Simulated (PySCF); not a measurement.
C3H8BN2Si (SMILES [CH2]B(C)N[SiH2]C#N) (doublet)

Input

```
{"job": {"kind": "epr", "basis": "pcH-1"}, "charge": 0, "multiplicity": 2}
C     -2.229529     0.884231     0.572909
B     -0.950078     0.225404     0.109784
C     -0.885550    -1.289909    -0.353635
N      0.241463     1.014611     0.072562
Si     1.847483     0.597549    -0.415683
C      2.448605    -0.835300     0.631790
N      2.831905    -1.710063     1.264390
H     -2.291932     1.916783     0.883656
H     -3.173199     0.366465     0.629267
H     -0.032455    -1.808474     0.080687
H     -1.778854    -1.850792    -0.091995
H     -0.770031    -1.359003    -1.434986
H      0.120446     1.972011     0.371336
H      2.706753     1.745024    -0.115425
H      1.910559     0.139453    -1.805868
```

Run with:

```sh
OMP_NUM_THREADS=1 python probes_run.py task.json out
```

Geometry: GFN2-xTB.

These are results of UKS B3LYP, pcH-1 on B C H N Si, non-relativistic, mean-field spin-orbit, GIAO in PySCF, not measurements.

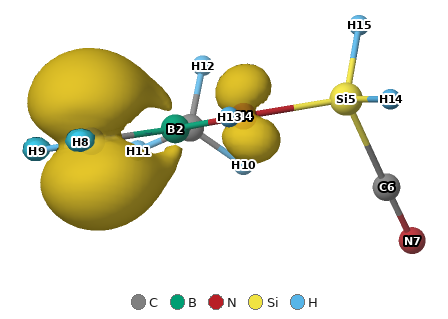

Figure 1. Isosurfaces of the spin density at +0.03 (yellow) and −0.03 e/Å³ (cyan), seen from one side.

Q: Where is the unpaired spin?

A: The unpaired spin (1 electron) lies mostly on C1 (about 0.7), B2 (about 0.1) and N4 (about 0.1), in electrons by Hirshfeld's partition.

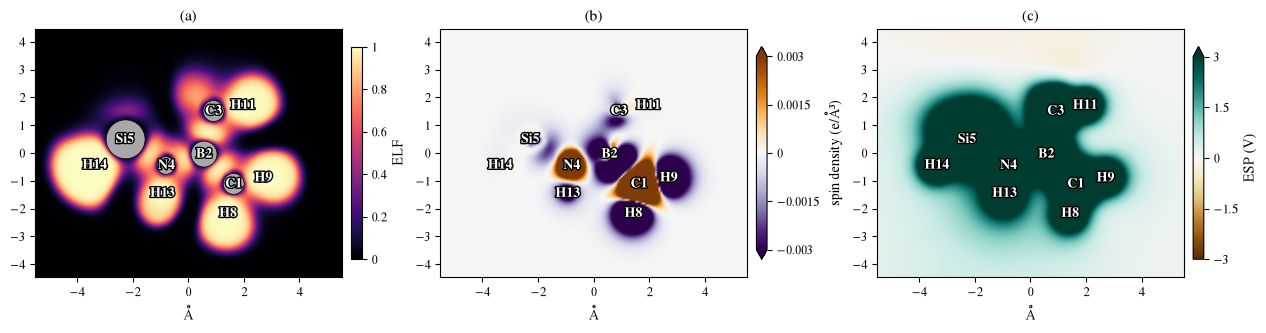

Figure 2. (a) ELF; (b) spin density; (c) electrostatic potential on the plane of atoms Si5, N4 and H13. Grey discs cover the atomic cores in the ELF map.

Q: Interpret the plot.

A: Atoms in the plane: C, B, N, Si and H.
B–N (1.43 Å): the ELF peaks at about 0.95 between the atoms; a polar covalent bond.
C–B (1.51 Å): the ELF peaks at about 0.95 between the atoms; localised, covalent bonding.
Si–N (1.73 Å): the ELF peaks at about 0.90 between the atoms; a polar covalent bond.
N–H (1.01 Å): the ELF climbs to about 1 towards the hydrogen, as it does in any bond to H: an ordinary covalent bond to hydrogen.
C–B (1.59 Å): the ELF peaks at about 1 between the atoms; a shared electron pair.

Outside the dense part of the molecule the potential is most negative (−0.3 V) near C3.

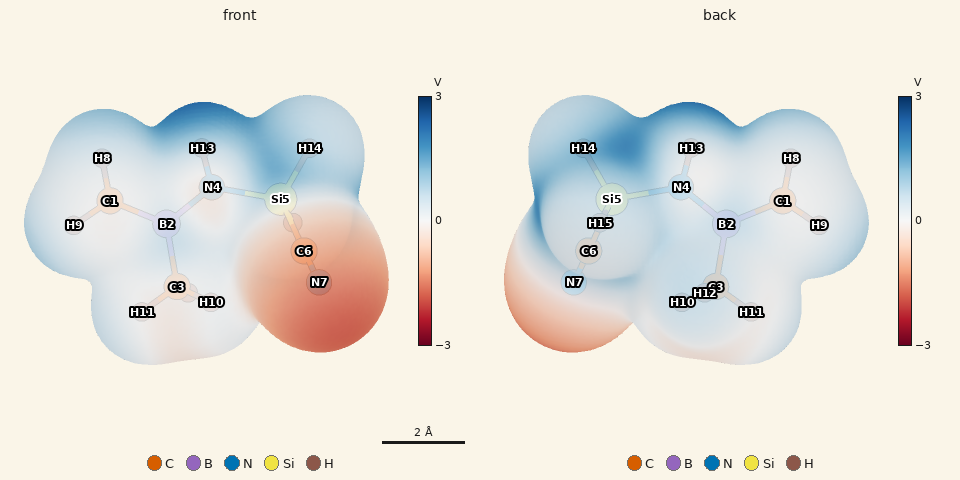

Figure 3. The molecular electrostatic potential painted on the density surface at 0.002 e/bohr³, seen from the front and from behind; the colour scale runs from red (negative) to blue (positive).

Q: Where is the surface potential most negative and most positive?

A: The most negative region (about −1.8 V) lies over N7, the most positive (about +2.2 V) over H13. N7 is the likeliest acceptor of a hydrogen bond.
